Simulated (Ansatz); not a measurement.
The parent structure is ZnSnP2 in the chalcopyrite structure (space group I-42d, No. 122; a = 5.702 Å, c = 11.436 Å).

It is then changed as follows: a hydrostatic pressure of 4.5 GPa.

The values are results of PBE, PAW, 420 eV (Ansatz, a first-principles code; without spin-orbit coupling), not measurements.

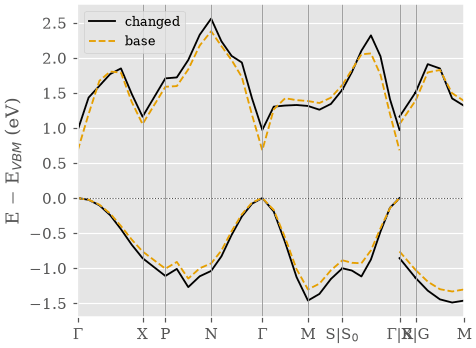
*Highest valence and lowest conduction band along the path, each from its own valence-band maximum*

Task: From the figure, how large is the changed gap, and is it direct?

Result: About 1.0 eV, direct at Γ.

Load acts through the strain it causes; cell and atoms are relaxed under it. Whether these cells are dynamically stable was not tested.
